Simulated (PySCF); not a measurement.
H$_{5}$P$_{3}$ (SMILES PPP)

```xyz
8

P     1.6679   -0.1475   -0.2571
P    -0.0154   -0.4729    1.1643
P    -1.6002   -0.2980   -0.3905
H     1.5910    1.2687   -0.1518
H     2.6602   -0.2212    0.7586
H     0.0536   -1.8882    1.0247
H    -1.6916    1.1149   -0.2592
H    -2.6585   -0.5060    0.5359
```

Geometry: PBE0-D3(BJ)/def2-TZVP.

These are results of PBE0/pcSseg-2, SCF density, gas phase, non-relativistic in PySCF, not measurements.

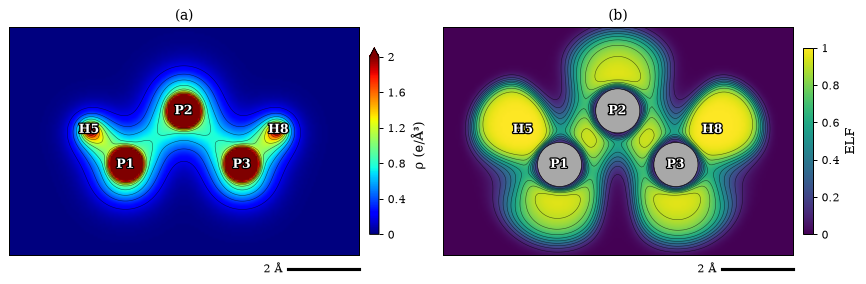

Figure 1. (a) electron density; (b) ELF on the plane of atoms P1, P2 and P3. Grey discs cover the atomic cores in the ELF map.

What do the fields say about this system?

- The section cuts through P and H sites.
- P–P (2.23 Å): ρ is about 0.78 e/Å³ halfway; the ELF peaks at about 0.95 between the atoms; a shared electron pair.
- P–H (1.42 Å): ρ is about 1.1 e/Å³ halfway; the ELF climbs to about 1 towards the hydrogen, as it does in any bond to H.
- The ELF also peaks beside P1, P3 and P2, away from the bonds: lone-pair regions.

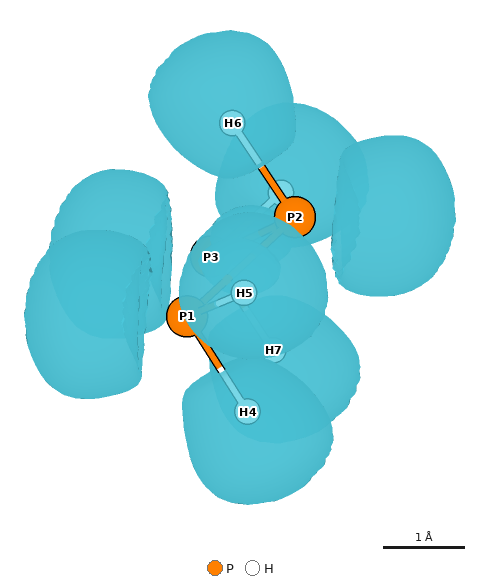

Figure 2. Isosurface of the ELF at 0.85 (cyan), seen at an oblique angle. Core shells and regions of very low density are left out.

Identify the bonds, lone pairs and shells in this picture.

At this value the surface marks out two regions between bonded P–P atoms (shared pairs), five regions around hydrogen nuclei and three lobes on P, pointing away from the bonds (lone pairs).
